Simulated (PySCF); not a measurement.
Molecule: C2H8OSe2Si, SMILES CO[Si](C)([SeH])[SeH]. Atoms near the plane z = 0.8 Å, at the CAM-B3LYP/def2-SVP optimised geometry (x, y, z in Å): C1 (1.7, -1.2, 0.4), O2 (0.8, -0.2, 0.0), Si3 (-0.8, -0.2, 0.0), Se5 (-1.3, 2.0, 0.0), H8 (2.7, -0.8, 0.5), H9 (1.4, -1.7, 1.3), H13 (-2.7, 1.8, 0.0), H14 (-1.8, -2.5, 1.4).

Level of theory: CAM-B3LYP/def2-TZVP run with PySCF. The values are rescaled to run from 0 to 1.

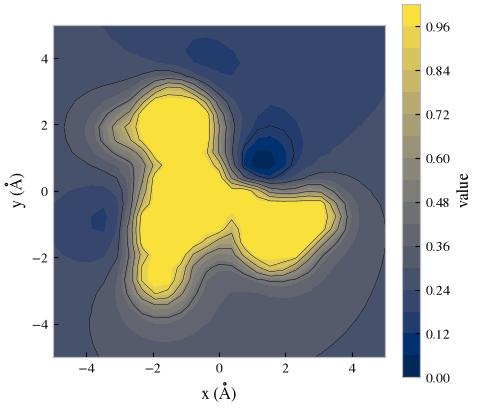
*a field on the plane z = 0.8 Å.*

Question: Which quantity is mapped?
(A) electron localisation function
(B) an orbital amplitude
(C) Laplacian of the electron density
(D) electrostatic potential

Answer: D, electrostatic potential. In full: electrostatic potential (hartree/e), clipped to [-0.08, 0.12].
